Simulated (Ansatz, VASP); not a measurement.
# Ba2SO: VASP beside Ansatz, part 2 of 2

Aim: how closely do two programs agree when they are given the same cell, functional and k mesh? The cell is invented: As first built, before any earlier steps moved the atoms (in the runner's words): it takes the BaO structure with some of its atoms replaced by other elements, volume scaled by an estimate. It may not be a known or stable phase. The cell is taken from a series of VASP runs on this material, whose earlier steps may have relaxed, scaled or displaced it; both programs get it as it stands. Valence electrons are named where the data sets of a main pair hold unlike numbers.

VASP 6.6.1 and Ansatz 0.2.0.

So far. Step 2 (VASP: band structure, HSE06): The k-mesh is coarse for exact exchange; levels may shift by about 0.1 eV on a finer one. Harder data sets than Ba_sv exist (the GW ones), and pressures, volumes and forces can shift noticeably with them.

### 3. Ansatz: band structure, HSE06

Level of this step: Ansatz beside VASP: Kohn-Sham DFT, plane waves, HSE06 (Ansatz).

Ansatz runs on its default PAW (the set named soft_2) files.

The same cell, functional, mesh and smearing now go to Ansatz, which takes its cutoff from its data sets.

Contents of input.yaml:

```yaml
crystal:
  lattice:
    - [4.0317793806, 0.0, 0.0]
    - [0.0, 4.0317793806, 0.0]
    - [0.0, 0.0, 5.7089269196]
  atoms:
    - { symbol: Ba, position: [0.5, 0.5, 0.5] }
    - { symbol: Ba, position: [0.0, 0.0, 0.0] }
    - { symbol: S, position: [0.0, 0.0, 0.5] }
    - { symbol: O, position: [0.5, 0.5, 0.0] }
hamiltonian:
  xc: { exchange: pbe, correlation: pbe, exx: { coeff: 0.25, omega: 0.2 } }
  pseudopotentials: { kind: paw }
kpoints:
  mp_grid: { grid: [4, 4, 3] }
  band_path:
    path:
      - [0.0, 0.0, 0.0]
      - [0.0, 0.4, 0.0]
      - [0.3, 0.5, 0.0]
      - [0.5, 0.5, 0.0]
      - [0.3, 0.3, 0.0]
      - [0.0, 0.0, 0.1]
      - [0.0, 0.0, 0.5]
      - [0.0, 0.4, 0.5]
      - [0.3, 0.5, 0.5]
      - [0.3, 0.3, 0.5]
      - [0.0, 0.5, 0.1]
      - [0.5, 0.5, 0.0]
      - [0.5, 0.5, 0.5]
    npoints: 1
scf:
  occupations: { method: fermi_dirac, width: 0.05 }
  n_extra_bands: 8
output:
  forces: true
  stress: true
  eigenvalues: true
  write_density: true
  write_potential: true
  elf: true
  volumetric_format: npy
```

On the command line:

```console
ansatz run input.yaml --threads 4 --pin off --max-ram 9216MiB --backend cpu --events-out ev --progress --plain --runs-dir out
```

Numbers of over 12 decimals in the logs are rounded to 6 here.

Output:

```text
Warning: output.stress: scf.convergence.dr2_threshold = 1e-7 eV (the SCF's general default) is looser than the 4e-10 eV advised for a printed stress (1e-10 eV for each atom of the cell: 4). What an SCF threshold leaves in a stress goes as its square root, and in the free energy as the threshold itself, and one threshold admits the most on a small cell: [figures from the program's tests cut] Set scf.convergence.dr2_threshold to 4e-10 eV or tighter. The threshold is an SCF's pass mark: one that does not reach it within its budget of iterations ends unconverged, or closes short of it on a stop that the run arms, and scf.convergence.dr2_threshold's page says what that costs each kind of run
Warning: output.stress: scf.exx.energy_threshold = 1e-6 eV is looser than the 4e-8 eV advised for a stress under a hybrid functional (1e-8 eV for each atom of the cell: 4). Every SCF of the exchange loop can meet its threshold on dr2 while the loop round them stops early: no threshold on dr2 bounds what that leaves in the stress. Set scf.exx.energy_threshold to 4e-8 eV or tighter. The threshold is the loop's pass mark: a loop that does not reach it within its budget of cycles ends unconverged, and scf.exx.energy_threshold's page has the law
scf.n_extra_bands = 8 over 16 filled bands (N_el = 32.0): the run solves 24 bands
Engine: ansatz 0.2.0, x86_64-unknown-linux-gnu
Pseudopotentials: kind: paw
Pseudopotential: Ba, paw, valence charge 10, recommended cutoff 420 eV (normal), Ba.paw.azcp
Pseudopotential: S, paw, valence charge 6, recommended cutoff 420 eV (normal), S.paw.azcp
Pseudopotential: O, paw, valence charge 6, recommended cutoff 420 eV (normal), O.paw.azcp
Functional definition: unnamed
  parameter a_1 = 0.25
  parameter omega_1 = 0.2/angstrom
  exchange = pbe_x + (-a_1)*pbe_x_sr(omega_1) + a_1*exact_x_sr(omega_1)
  correlation = pbe_c
Crystal: 4 atoms, lattice volume = 92.800 Å³
Basis set: ecut = 420 eV, 1827 PW (Γ), exchange–correlation on 54×54×80 points (8 copies of the dense FFT grid, shifted against one another)
Bands: 24, of which v1, the nominal top of the filled ones, is band 16 counted from 1 (15 counted from 0)
Symmetry: 16 space group operations
Space group: P4/mmm (ITA 123), of the structure as read, at distance tolerance 4.5e-5 Å
k-points: 12 of 48
Non-local potential: Ba, projectors of the file, l = 0: 3, l = 1: 2, l = 2: 2, l = 3: 2
Non-local potential: S, projectors of the file, l = 0: 2, l = 1: 2, l = 2: 2
Non-local potential: O, projectors of the file, l = 0: 2, l = 1: 2, l = 2: 1
PAW form: soft (Blöchl's): semilocal exchange-correlation on the pseudo side does not see the compensation charge
PAW frozen core: Ba, regenerated for the run's functional, and the local potential with it (the file was generated under x = pbe(κ = 0.804, μ = 0.219515), c = pbe(β = 0.066725))
PAW frozen core: S, regenerated for the run's functional, and the local potential with it (the file was generated under x = pbe(κ = 0.804, μ = 0.219515), c = pbe(β = 0.066725))
PAW frozen core: O, regenerated for the run's functional, and the local potential with it (the file was generated under x = pbe(κ = 0.804, μ = 0.219515), c = pbe(β = 0.066725))
PAW one-centre angular grid: Ba, 194 points (default); XC on 64 Gauss nodes
PAW one-centre angular grid: S, 110 points (default); XC on 64 Gauss nodes
PAW one-centre angular grid: O, 110 points (default); XC on 96 Gauss nodes
Initial density: superposition of atomic densities (neutral atoms: chi_scale 0, normalization atom), corrected by the library's trained network
Initial wavefunctions: pseudopotential atomic-orbital guess
Functional: x = pbe(κ = 0.804, μ = 0.219515), c = pbe(β = 0.066725), warm-up for x = pbe(κ = 0.804, μ = 0.219515) + 0.25 (exact − pbe) at short range (hse, ω = 0.2 Å⁻¹), c = pbe(β = 0.066725)
SCF iter   1: F=—  HF=-13373.812919 eV  |F-HF|=—  |Δ(HF+E_count)|=         —  Δρ=1.82e-3  dr2=4.52e-3  ethr=1.77e-3  ⟨swp⟩=14.2  Hψ=1884  notcnv=0
preconditioner: auto → none  [insulator: Δε(μ)=1.215 eV  Ē_g=12.681 eV  σ=0.050 eV  W_gap=1.00  n_scr=20 (ndim 8)  ℏωp=20.4 eV  f_vac=0.000  D(μ)=0.00/eV (n_scr^D=0)]
iter 2 solved again at ethr=7.49e-7 eV; its pass at ethr=1.41e-5 eV (dr2=2.40e-4 eV) is discarded
SCF iter   2: F=—  HF=-13373.812570 eV  |F-HF|=—  |Δ(HF+E_count)|=   3.49e-4  Δρ=5.47e-4  dr2=2.41e-4  ethr=7.49e-7  ⟨swp⟩=4.0  Hψ=1516  notcnv=0  defer=2
SCF iter   3: F=-13373.812696 eV  HF=-13373.812671 eV  |F-HF|=2.51e-5  |Δ(HF+E_count)|=   1.01e-4  Δρ=1.77e-4  dr2=1.37e-5  ethr=7.49e-7  ⟨swp⟩=3.5  Hψ=536  notcnv=0  defer=2
SCF 1 stopped early in 3 iterations: F = -13373.812696 eV  dr2 = 1.37e-5
  greatest PAW one-centre occupation: 0.956 electrons in one spin orbital (limit 2), on the Ba atom at site 0 (counted from 0), in its partial waves of l = 0
Initial density: handed on by an earlier stage of this run
Initial wavefunctions: those handed on with the density
Functional: x = pbe(κ = 0.804, μ = 0.219515) + 0.25 (exact − pbe) at short range (hse, ω = 0.2 Å⁻¹), c = pbe(β = 0.066725)
Exchange kernel: α = 0.2500, screened, ω = 0.2000 Å⁻¹, Wigner–Seitz truncation, v(0) = 1116.5335 eV·Å³, q-mesh 4×4×3, nearest image of the exchange supercell L = 16.13 Å, pair-density grid 24×24×27, without the augmentation charges, whose exchange is taken in its separable form by FFT convolution over the k-point mesh (sized by the pseudopotential files, 27×27×40 at the most), smooth part of the exact exchange by density-matrix convolution
Frozen-core exchange: fock
SCF iter   1: F=—  HF=-13383.997262 eV  |F-HF|=—  |Δ(HF+E_count)|=         —  Δρ=6.46e-3  dr2=7.69e-2  ethr=4.29e-7  ⟨swp⟩=12.8  Hψ=1995  notcnv=0
preconditioner: auto → none  [insulator: Δε(μ)=2.394 eV  Ē_g=14.556 eV  σ=0.050 eV  W_gap=1.00  n_scr=20 (ndim 8)  ℏωp=20.4 eV  f_vac=0.000  D(μ)=0.00/eV (n_scr^D=0)]
SCF iter   2: F=—  HF=-13383.988543 eV  |F-HF|=—  |Δ(HF+E_count)|=   8.72e-3  Δρ=8.61e-3  dr2=5.81e-2  ethr=4.29e-7  ⟨swp⟩=7.3  Hψ=1276  notcnv=0
SCF iter   3: F=—  HF=-13383.976867 eV  |F-HF|=—  |Δ(HF+E_count)|=   1.17e-2  Δρ=1.60e-3  dr2=3.45e-3  ethr=4.29e-7  ⟨swp⟩=6.4  Hψ=1035  notcnv=0
SCF iter   4: F=—  HF=-13383.985577 eV  |F-HF|=—  |Δ(HF+E_count)|=   8.71e-3  Δρ=8.43e-4  dr2=1.20e-3  ethr=4.29e-7  ⟨swp⟩=5.4  Hψ=1024  notcnv=0
SCF iter   5: F=—  HF=-13383.985268 eV  |F-HF|=—  |Δ(HF+E_count)|=   3.09e-4  Δρ=1.33e-4  dr2=2.45e-5  ethr=4.29e-7  ⟨swp⟩=4.5  Hψ=674  notcnv=0
SCF iter   6: F=-13383.985361 eV  HF=-13383.985366 eV  |F-HF|=5.60e-6  |Δ(HF+E_count)|=   9.80e-5  Δρ=1.07e-4  dr2=9.85e-6  ethr=5.08e-8  ⟨swp⟩=4.5  Hψ=864  notcnv=0
SCF 2 stopped early in 6 iterations: F = -13383.985361 eV  dr2 = 9.85e-6
  greatest PAW one-centre occupation: 0.957 electrons in one spin orbital (limit 2), on the Ba atom at site 0 (counted from 0), in its partial waves of l = 0
hybrid outer 1: dexx = +1.019e-2 eV, tail = 3.50e-5 eV
Exchange kernel: α = 0.2500, screened, ω = 0.2000 Å⁻¹, Wigner–Seitz truncation, v(0) = 1116.5335 eV·Å³, q-mesh 4×4×3, nearest image of the exchange supercell L = 16.13 Å, pair-density grid 24×24×27, without the augmentation charges, whose exchange is taken in its separable form by FFT convolution over the k-point mesh (sized by the pseudopotential files, 27×27×40 at the most), smooth part of the exact exchange by density-matrix convolution
Frozen-core exchange: fock
SCF iter   1: F=—  HF=-13383.985243 eV  |F-HF|=—  |Δ(HF+E_count)|=         —  Δρ=6.08e-5  dr2=3.54e-6  ethr=5.47e-7  ⟨swp⟩=6.5  Hψ=785  notcnv=0
preconditioner: auto → none  [insulator: Δε(μ)=2.377 eV  Ē_g=14.518 eV  σ=0.050 eV  W_gap=1.00  n_scr=20 (ndim 8)  ℏωp=20.4 eV  f_vac=0.000  D(μ)=0.00/eV (n_scr^D=0)]
SCF iter   2: F=—  HF=-13383.985243 eV  |F-HF|=—  |Δ(HF+E_count)|=   5.16e-8  Δρ=1.13e-5  dr2=1.51e-7  ethr=1.02e-8  ⟨swp⟩=4.5  Hψ=649  notcnv=0
SCF iter   3: F=—  HF=-13383.985243 eV  |F-HF|=—  |Δ(HF+E_count)|=   4.90e-7  Δρ=1.11e-5  dr2=1.18e-7  ethr=3.11e-10  ⟨swp⟩=5.2  Hψ=992  notcnv=0  defer=1
SCF iter   4: F=-13383.985243 eV  HF=-13383.985243 eV  |F-HF|=1.21e-9  |Δ(HF+E_count)|=   2.71e-8  Δρ=2.40e-6  dr2=2.74e-9  ethr=3.11e-10  ⟨swp⟩=3.2  Hψ=552  notcnv=0  defer=1
SCF 3 converged in 4 iterations: F = -13383.985243 eV  dr2 = 2.74e-9
  Residual-converged pass: ⟨swp⟩=4.0  Hψ=735  notcnv=0  max |occ|·‖R‖ = 2.4e-6 eV (tolerance 2.4e-6 eV)  dr2=2.99e-9  dr2_onsite=3.74e-10  max |Δocc| = 2.3e-19
hybrid outer 2: dexx = +4.832e-7 eV, tail = 9.56e-9 eV, Δε = 3.72e-3 eV (about 9.13e-5 eV left of the loop's levels)
NSCF: frozen V_eff on 13 k-points
hybrid SCF converged: 2 outer / 10 inner (+3 warm-up), last move |dexx| = 4.83e-7 eV, tail = 9.56e-9 eV
Stability not checked: this state was not tested for a lower state beside it, because the functional holds exact exchange (a hybrid, or Hartree-Fock), whose exchange loop this test does not read (fock_operator; see scf.lower_state_search)
Free energy (F): -13383.985243 eV
Frozen-core exchange: fock
Harris-Foulkes:  -13383.985243 eV  (|F-HF|=1.21e-9)
Internal energy: -13383.985243 eV  (E = F + TS)
E sigma→0 (E₀):  -13383.985243 eV
Fermi energy:    9.232815 eV
--- Per-component energies (eV) ---
  E_band       = -61.420523
  E_kinetic    = 633.487229
  E_local      = -872.605490  (includes V_loc(G=0)·N_el)
  E_nonlocal   = 189.930604
  E_hartree    = 304.871825
  E_xc         = -413.283609
  E_vxc        = -370.978436  (∫ρ·V_xc dr)
  E_exx        = -69.839830  (= α·E_x^exact, valence–valence)
  E_paw        = -11251.950386  (= ΣΔE_a)
  E_vpaw       = -111.320657  (= ΣTr[D̂ρ^β])
  E_aug_tail   = 0.002341  (compensation charges beyond the density's cutoff)
  E_ewald      = -1904.181421
  E_core_change = -0.416495  (= ΣΔE_core)
  E_smearing   = -0.000000  (= −TS)
  E_closure    = -0.000012  (closes the sum)
  Σ components = -13383.985243   (vs F -13383.985243, Δ=0.00e0)
--- Forces (eV/Å), atoms counted from 1 ---
  atom   1  Ba     0.00000000     0.00000000     0.00000000
  atom   2  Ba    -0.00000000    -0.00000000     0.00000000
  atom   3  S     -0.00000000     0.00000000     0.00000000
  atom   4  O      0.00000000     0.00000000     0.00000000
  max |Σ_I F_I| component: 3.16e-30 eV/Å
--- Stress (GPa, compression-positive) ---
       14.199565       0.000000       0.000000
        0.000000      14.199565       0.000000
        0.000000       0.000000      14.292907
  P = ⅓ Tr σ = 14.2307 GPa (142.307 kbar)
--- Band table (eV; the first three rows and the last of 12) ---
  k-point 0: bands = [... 12 lower, 7.6386, 7.8795, 7.8795, 7.9953, 10.3900, 13.0780, 13.1882, 13.1882, ... 4 higher]
  k-point 1: bands = [... 12 lower, 7.5607, 7.5607, 7.7724, 7.7724, 10.6591, 12.6971, 13.9013, 14.3386, ... 4 higher]
  k-point 2: bands = [... 12 lower, 7.1342, 7.3407, 7.5235, 7.8375, 12.0182, 12.8654, 13.6592, 14.2272, ... 4 higher]
  k-point 11: bands = [... 12 lower, 7.7430, 7.7430, 7.8739, 7.8739, 11.9108, 11.9108, 15.2642, 15.2642, ... 4 higher]
```

Elapsed: 63 s, on 4 threads of Intel Xeon Platinum 8375C at 2.90GHz (Ice Lake), shared host; peak memory 1.4 GiB.

Reading the cycles: dr2 is the Hartree energy of the density residual (eV), the measure of convergence; HF is the Harris–Foulkes estimate of the energy, which meets the free energy F at convergence.

### 4. Comparison

Known differences besides the potentials themselves: exact exchange at q = 0 is treated differently, which shows on coarse meshes; VASP keeps PBE cores, Ansatz makes them for the functional; the cutoff is 420 eV in Ansatz and 520 eV in VASP; VASP takes a coarser grid for exact exchange (PRECFOCK = Fast). Total energies have different zeros and are not compared.

The two programs side by side:

| quantity | Ansatz | VASP | difference |
| --- | --- | --- | --- |
| gap over the path points (eV) | 2.378 | 2.326 | +0.052 |

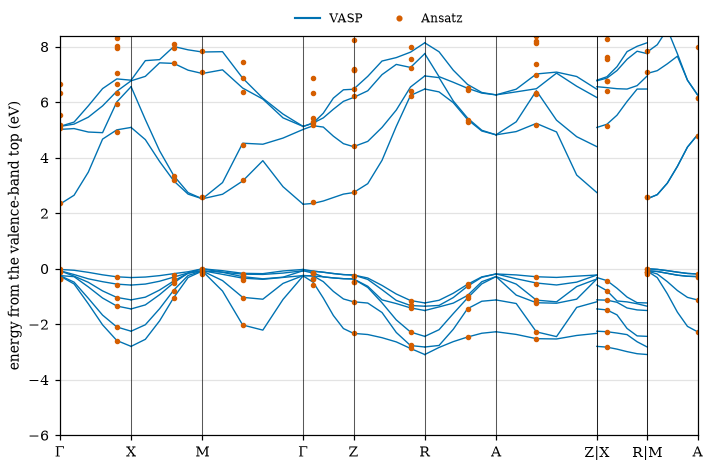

Bands from VASP (lines) and levels from Ansatz (dots). Dots without a line are higher empty bands that the VASP plot leaves out.

Levels at points of the path, from each program's valence-band top (eV; 4 filled, then empty):

| k (reciprocal lattice) | Ansatz | VASP |
| --- | --- | --- |
| 0.000 0.000 0.000 | -0.37 -0.13 -0.13 -0.02 2.38 5.07 5.18 | -0.24 -0.07 -0.07 -0.02 2.33 5.02 5.13 |
| 0.000 0.400 0.000 | -1.34 -1.04 -0.59 -0.30 4.93 5.93 6.32 | -1.34 -1.03 -0.55 -0.29 5.01 6.01 6.40 |
| 0.300 0.500 0.000 | -0.50 -0.45 -0.36 -0.21 3.19 3.35 7.43 | -0.50 -0.44 -0.30 -0.17 3.16 3.35 7.40 |
| 0.500 0.500 0.000 | -0.13 -0.12 0.00 0.00 2.58 2.58 7.08 | -0.07 -0.07 0.00 0.00 2.52 2.52 7.04 |
| 0.300 0.300 0.000 | -0.40 -0.35 -0.22 -0.17 3.19 4.48 6.36 | -0.34 -0.28 -0.19 -0.16 3.16 4.53 6.51 |
| 0.000 0.000 0.100 | -0.39 -0.15 -0.15 -0.15 2.41 5.20 5.29 | -0.26 -0.16 -0.09 -0.09 2.36 5.16 5.25 |
| 0.000 0.000 0.500 | -0.47 -0.47 -0.28 -0.28 2.77 4.41 6.21 | -0.37 -0.37 -0.22 -0.22 2.75 4.40 6.17 |
| 0.000 0.400 0.500 | -2.28 -1.40 -1.32 -1.15 6.22 6.39 7.24 | -2.28 -1.41 -1.32 -1.14 6.25 6.55 7.26 |
| 0.300 0.500 0.500 | -1.06 -0.97 -0.63 -0.56 5.30 5.36 6.43 | -1.05 -0.96 -0.63 -0.56 5.38 5.43 6.50 |
| 0.300 0.300 0.500 | -1.23 -1.13 -0.53 -0.30 5.17 6.30 6.34 | -1.22 -1.13 -0.51 -0.29 5.24 6.42 6.49 |

Among the levels compared at these points, filled levels agree within 130 meV and empty ones within 158 meV.

### 5. Other set-ups

Further runs change the set-up of one program: Ansatz's method, potentials or start, or VASP's data sets, cutoff or form of LDA. The table gives that difference for each run.

| run | gap over the path points (eV) |
| --- | --- |
| as above | 0.052 |
| cores kept as stored | 0.057 |
| norm-conserving potentials (cutoff 1240 eV) | -0.032 |

### 6. Outcome

| Property | Result |
| --- | --- |
| largest difference of a filled level at the path points (band structure, HSE06) | 130 meV |
| difference in gap over the path points (band structure, HSE06) | 0.052 eV |

The largest difference of a filled level at the path points is 130 meV (band structure, HSE06), beyond the 80 meV picked in this series as the mark of a large difference. Band structure, HSE06, norm-conserving potentials (cutoff 1240 eV): the difference in gap over the path points goes from 0.052 to -0.032 eV. 1 further run of this series is not shown here. Such differences can come from data sets, numerical settings and the points named under the comparisons, not from the functional's error against experiment.

[Lines on the potential files, build, host, timing and source positions are cut from VASP's logs without a mark.]

[Logs are printed without paths, hosts, clocks, repeated set-up lines and the standing remarks that a program may print on its own settings, such as how far it seeks lower states.]

[Hosts, paths, dates, database ids (printed as entryN), source tags and the programs' standing remarks are cut or masked in the printed files.]
